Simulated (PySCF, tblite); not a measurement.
# C3H10FPSi: dynamics, then NMR shifts on frames, part 2 of 2

tblite 0.8.0 and PySCF 2.14.0. Atoms count from 0. The steps go on from the part before.

**5. Shielding tensors: 625 fs, PBE0/pcSseg-1**

What the job is given:

```
{"job": {"kind": "nmr", "xc": "PBE0", "basis": "pcSseg-1", "pop": false}, "charge": 0, "multiplicity": 1}
F     -3.524600    -0.170500     0.754100
C     -2.742800     0.765400     0.105600
C     -1.390700     0.902500     0.796700
C     -0.747700    -0.499800     0.592500
Si     0.991400    -0.632800     1.297300
P      2.269600    -0.350200    -0.482800
H     -2.683000     0.366400    -0.895600
H     -3.265200     1.726900    -0.002700
H     -0.766700     1.705700     0.391300
H     -1.649800     1.070300     1.874900
H     -0.678500    -0.573300    -0.497700
H     -1.422600    -1.337900     0.938200
H      1.426500     0.520800     2.103300
H      1.225600    -1.929200     2.027500
H      3.468900    -0.527300     0.136200
H      2.275100    -1.579600    -1.111300
```

Level: GIAO PBE0/pcSseg-1 NMR shielding, non-relativistic, gas phase.

The log of the run:

```text
coarse grid: 13792 points
cycle   1  E = -850.3741276969  dE =  3.048e-01  |g| = 4.885e-01  |ddm| = 3.371e+00
cycle   2  E = -850.3514349214  dE =  2.269e-02  |g| = 6.387e-01  |ddm| = 8.202e-01
cycle   3  E = -850.4201412029  dE = -6.871e-02  |g| = 4.899e-02  |ddm| = 4.515e-01
cycle   4  E = -850.4204727866  dE = -3.316e-04  |g| = 2.468e-02  |ddm| = 5.852e-02
cycle   5  E = -850.4206065153  dE = -1.337e-04  |g| = 5.019e-03  |ddm| = 2.595e-02
cycle   6  E = -850.4206120388  dE = -5.523e-06  |g| = 1.698e-03  |ddm| = 6.148e-03
final grid: 122800 points
cycle   7  E = -850.4632159484  dE = -3.498e-05  |g| = 8.370e-03  |ddm| = 2.732e-02
cycle   8  E = -850.4632050832  dE =  1.087e-05  |g| = 1.098e-02  |ddm| = 1.686e-02
cycle   9  E = -850.4632334001  dE = -2.832e-05  |g| = 8.796e-04  |ddm| = 9.107e-03
cycle  10  E = -850.4632335251  dE = -1.250e-07  |g| = 2.346e-04  |ddm| = 9.556e-04
cycle  11  E = -850.4632335333  dE = -8.219e-09  |g| = 5.940e-05  |ddm| = 2.002e-04
cycle  12  E = -850.4632335340  dE = -6.962e-10  |g| = 1.954e-05  |ddm| = 6.683e-05
converged SCF energy = -850.4632335340

GIAO shielding tensors (ppm)
atom      isotropic    diamagn.    paramagn.     s11        s22        s33       span
  0 F      418.502     471.957     -53.455    363.667    430.142    461.696     98.029
  1 C       96.830     243.527    -146.697     64.250     86.192    140.049     75.799
  2 C      151.860     245.713     -93.854    140.158    149.592    165.829     25.672
  3 C      168.332     256.571     -88.239    147.911    172.298    184.786     36.875
  4 Si     400.067     880.684    -480.617    369.700    383.013    447.489     77.790
  5 P      609.800     968.487    -358.687    539.501    597.692    692.207    152.707
  6 H       27.655      30.236      -2.581     23.361     27.782     31.823      8.462
  7 H       26.743      26.647       0.096     22.434     26.651     31.145      8.712
  8 H       29.755      30.706      -0.950     24.772     29.866     34.628      9.856
  9 H       29.157      28.577       0.580     25.314     27.746     34.411      9.097
 10 H       31.127      35.418      -4.291     26.017     31.660     35.705      9.688
 11 H       28.689      31.114      -2.425     22.925     29.217     33.926     11.001
 12 H       27.548      29.640      -2.092     24.035     26.243     32.366      8.330
 13 H       26.414      28.589      -2.176     22.392     24.731     32.118      9.726
 14 H       30.838      30.034       0.804     24.995     27.290     40.229     15.235
 15 H       30.552      30.578      -0.026     25.183     27.633     38.840     13.656
```

It took 14 s on 1 thread of AMD EPYC 9R14, shared host; peak memory 0.74 GiB.

In short: δ C1 90.1, C2 35.1, C3 18.6, F0 -247.6, H13 5.30, H7 4.97 ppm.

**6. Shielding tensors: 800 fs, PBE0/pcSseg-1**

What the job is given:

```
{"job": {"kind": "nmr", "xc": "PBE0", "basis": "pcSseg-1", "pop": false}, "charge": 0, "multiplicity": 1}
F     -3.459300    -0.195400     0.749200
C     -2.812500     0.982900     0.832700
C     -1.390800     0.784800     1.452900
C     -0.599000    -0.260000     0.641200
Si     1.025400    -0.885700     1.415000
P      2.703600    -0.340000    -0.026900
H     -2.706600     1.372000    -0.218300
H     -3.475700     1.665100     1.458400
H     -0.853100     1.704400     1.400800
H     -1.456900     0.379500     2.466700
H     -0.446200     0.106100    -0.343700
H     -1.246400    -1.165800     0.581300
H      1.165300    -0.204100     2.632800
H      0.772200    -2.326200     1.681700
H      3.442600    -0.089100     1.134700
H      3.169500    -1.614400    -0.220500
```

With the program's defaults for keys left out, this is: GIAO PBE0/pcSseg-1 NMR shielding, non-relativistic, gas phase.

The log of the run:

```text
coarse grid: 13792 points
cycle   1  E = -850.3653482535  dE =  2.945e-01  |g| = 5.149e-01  |ddm| = 3.358e+00
cycle   2  E = -850.3379925376  dE =  2.736e-02  |g| = 6.666e-01  |ddm| = 8.710e-01
cycle   3  E = -850.4176129877  dE = -7.962e-02  |g| = 4.308e-02  |ddm| = 4.888e-01
cycle   4  E = -850.4178443546  dE = -2.314e-04  |g| = 2.252e-02  |ddm| = 4.605e-02
cycle   5  E = -850.4179546325  dE = -1.103e-04  |g| = 4.956e-03  |ddm| = 2.315e-02
cycle   6  E = -850.4179599188  dE = -5.286e-06  |g| = 1.272e-03  |ddm| = 5.138e-03
final grid: 122800 points
cycle   7  E = -850.4599863274  dE = -3.100e-05  |g| = 7.617e-03  |ddm| = 2.514e-02
cycle   8  E = -850.4599776054  dE =  8.722e-06  |g| = 9.843e-03  |ddm| = 1.586e-02
cycle   9  E = -850.4600009092  dE = -2.330e-05  |g| = 6.708e-04  |ddm| = 8.669e-03
cycle  10  E = -850.4600009779  dE = -6.873e-08  |g| = 2.003e-04  |ddm| = 7.237e-04
cycle  11  E = -850.4600009841  dE = -6.220e-09  |g| = 4.329e-05  |ddm| = 1.782e-04
cycle  12  E = -850.4600009845  dE = -3.440e-10  |g| = 1.553e-05  |ddm| = 4.650e-05
converged SCF energy = -850.4600009845

GIAO shielding tensors (ppm)
atom      isotropic    diamagn.    paramagn.     s11        s22        s33       span
  0 F      427.900     473.712     -45.812    373.002    447.441    463.255     90.253
  1 C       96.710     240.009    -143.298     66.936     85.886    137.308     70.372
  2 C      152.586     249.155     -96.569    135.127    147.647    174.985     39.858
  3 C      175.863     255.579     -79.717    152.162    181.910    193.516     41.355
  4 Si     393.253     881.870    -488.616    356.341    383.367    440.052     83.711
  5 P      649.047     967.104    -318.057    587.008    661.139    698.994    111.987
  6 H       26.658      27.844      -1.185     22.163     26.750     31.062      8.900
  7 H       25.870      25.207       0.663     21.381     25.791     30.437      9.056
  8 H       30.617      32.242      -1.625     25.808     30.661     35.384      9.576
  9 H       29.836      30.268      -0.431     24.452     29.942     35.116     10.664
 10 H       32.078      35.927      -3.849     26.472     31.863     37.900     11.428
 11 H       29.397      33.108      -3.711     23.284     30.388     34.519     11.235
 12 H       28.467      31.851      -3.384     24.073     28.356     32.972      8.899
 13 H       26.905      29.892      -2.987     22.575     26.101     32.039      9.464
 14 H       30.074      28.359       1.714     23.850     28.087     38.284     14.435
 15 H       30.924      29.535       1.389     25.209     27.240     40.322     15.113
```

Wall time 14 s (1 thread of AMD EPYC 9R14, shared host); peak memory 0.77 GiB.

Key values: δ C1 90.2, C2 34.3, C3 11.1, F0 -257.0, H7 5.85, H6 5.06 ppm.

**7. Shielding tensors: 1000 fs, PBE0/pcSseg-1**

What the job is given:

```
{"job": {"kind": "nmr", "xc": "PBE0", "basis": "pcSseg-1", "pop": false}, "charge": 0, "multiplicity": 1}
F     -3.681100     0.482900     0.724400
C     -2.740500     1.473100     1.025400
C     -1.476900     0.805500     1.588900
C     -0.615000     0.124700     0.500700
Si     0.789500    -0.978600     1.131200
P      2.540700    -0.631300    -0.160800
H     -2.486900     1.949500     0.150100
H     -3.275000     2.125700     1.761600
H     -0.970200     1.644300     2.061400
H     -1.669100     0.038100     2.387100
H     -0.228000     0.915000    -0.117300
H     -1.355900    -0.379000    -0.084500
H      0.931600    -0.661800     2.564000
H      0.423700    -2.422600     1.143800
H      3.002600     0.429900     0.535100
H      3.323900    -1.583300     0.579500
```

With the program's defaults for keys left out, this is: GIAO PBE0/pcSseg-1 NMR shielding, non-relativistic, gas phase.

The log of the run:

```text
coarse grid: 13792 points
cycle   1  E = -850.3667646081  dE =  3.110e-01  |g| = 5.207e-01  |ddm| = 3.368e+00
cycle   2  E = -850.3356686217  dE =  3.110e-02  |g| = 6.997e-01  |ddm| = 8.878e-01
cycle   3  E = -850.4194595519  dE = -8.379e-02  |g| = 5.153e-02  |ddm| = 4.999e-01
cycle   4  E = -850.4198186320  dE = -3.591e-04  |g| = 2.726e-02  |ddm| = 5.577e-02
cycle   5  E = -850.4199810030  dE = -1.624e-04  |g| = 4.988e-03  |ddm| = 2.554e-02
cycle   6  E = -850.4199865743  dE = -5.571e-06  |g| = 1.601e-03  |ddm| = 6.249e-03
final grid: 122800 points
cycle   7  E = -850.4623623664  dE = -3.136e-05  |g| = 8.389e-03  |ddm| = 2.563e-02
cycle   8  E = -850.4623516643  dE =  1.070e-05  |g| = 1.100e-02  |ddm| = 1.672e-02
cycle   9  E = -850.4623793467  dE = -2.768e-05  |g| = 8.874e-04  |ddm| = 9.181e-03
cycle  10  E = -850.4623794653  dE = -1.186e-07  |g| = 2.247e-04  |ddm| = 8.575e-04
cycle  11  E = -850.4623794733  dE = -7.954e-09  |g| = 6.055e-05  |ddm| = 2.107e-04
cycle  12  E = -850.4623794741  dE = -7.690e-10  |g| = 1.745e-05  |ddm| = 5.826e-05
converged SCF energy = -850.4623794741

GIAO shielding tensors (ppm)
atom      isotropic    diamagn.    paramagn.     s11        s22        s33       span
  0 F      420.479     472.492     -52.013    375.352    426.446    459.638     84.285
  1 C       96.008     241.151    -145.144     59.986     83.622    144.414     84.429
  2 C      150.178     246.722     -96.544    135.478    145.186    169.868     34.390
  3 C      179.312     254.388     -75.076    154.282    186.056    197.599     43.317
  4 Si     393.840     881.035    -487.194    349.786    379.298    452.437    102.651
  5 P      631.464     967.271    -335.807    565.261    606.969    722.162    156.901
  6 H       28.448      30.501      -2.053     23.789     29.812     31.743      7.953
  7 H       26.140      25.621       0.519     21.177     26.613     30.629      9.452
  8 H       30.410      31.253      -0.843     25.489     30.426     35.316      9.827
  9 H       29.116      28.642       0.474     23.857     29.210     34.281     10.424
 10 H       31.881      35.368      -3.487     26.051     32.222     37.370     11.319
 11 H       30.546      34.238      -3.692     24.783     31.235     35.620     10.837
 12 H       27.268      30.109      -2.841     23.180     26.907     31.717      8.536
 13 H       27.105      29.325      -2.219     23.446     25.703     32.167      8.720
 14 H       31.160      30.760       0.400     25.651     28.407     39.422     13.771
 15 H       29.678      27.608       2.069     24.222     26.364     38.447     14.225
```

Run time: 14 s. Hardware: 1 thread of AMD EPYC 9R14, shared host; peak memory 0.74 GiB.

Key values: δ C1 90.9, C2 36.7, C3 7.6, F0 -249.5, H7 5.58, H13 4.61 ppm.

**8. Run by run: NMR shifts**

Shifts (ppm) of some atoms, chosen among heavy atoms and hydrogens apart, with basis size and wall time:

| frame | C1 | C3 | H8 | H10 | F0 | Si4 | P5 | functions | time |
| --- | --- | --- | --- | --- | --- | --- | --- | --- | --- |
| 250 fs | 84.1 | 18.5 | 3.27 | 1.58 | -255.7 | -48.7 | -311.7 | 166 | 14 s |
| 425 fs | 99.2 | 11.6 | 3.17 | 0.45 | -238.3 | -46.5 | -291.3 | 166 | 14 s |
| 625 fs | 90.1 | 18.6 | 1.96 | 0.59 | -247.6 | -50.9 | -291.4 | 166 | 14 s |
| 800 fs | 90.2 | 11.1 | 1.10 | -0.36 | -257.0 | -44.1 | -330.7 | 166 | 14 s |
| 1000 fs | 90.9 | 7.6 | 1.31 | -0.16 | -249.5 | -44.7 | -313.1 | 166 | 14 s |

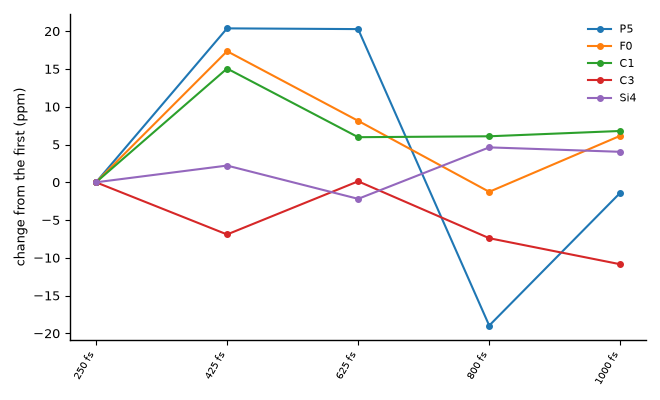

How five of the tabulated atoms move from run to run.

**9. Summary of results**

This closing draws on all 2 parts.

| quantity | value |
| --- | --- |
| thermostat | 200 K |
| mean temperature, second half | 202 K |
| mean potential energy above the minimum | 0.42 eV |
| 13C shifts against TMS (PBE0/pcSseg-1, 250 fs) | 84.1, 33.1, 18.5 ppm |
| 1H shifts against TMS (PBE0/pcSseg-1, 250 fs) | 4.76, 4.75, 4.03, 3.87, 3.27, 1.97, 1.58, 1.48, 0.91, 0.78 ppm |
| 19F shifts against CFCl3 (PBE0/pcSseg-1, 250 fs) | -255.7 ppm |
| 29Si shifts against TMS (PBE0/pcSseg-1, 250 fs) | -48.7 ppm |
| 31P shifts against H3PO4 (PBE0/pcSseg-1, 250 fs) | -311.7 ppm |
| range of the shift of P5 | -330.7 to -291.3 ppm |

In the second half the potential energy averages 0.42 eV above the minimum; equipartition over 42 harmonic modes at 200 K would give 0.36 eV. With 16 atoms the temperature swings widely (93 to 270 K). Shifts at one fixed geometry are not the observed spectrum, which averages over the motion. In the first frame run (250 fs): Shielding is most anisotropic at P5 (span 182 ppm, paramagnetic term -338 ppm). In ppm, P5 moves most: its shift spreads over 39.3 ppm, from -330.7 (800 fs) to -291.3 (425 fs).
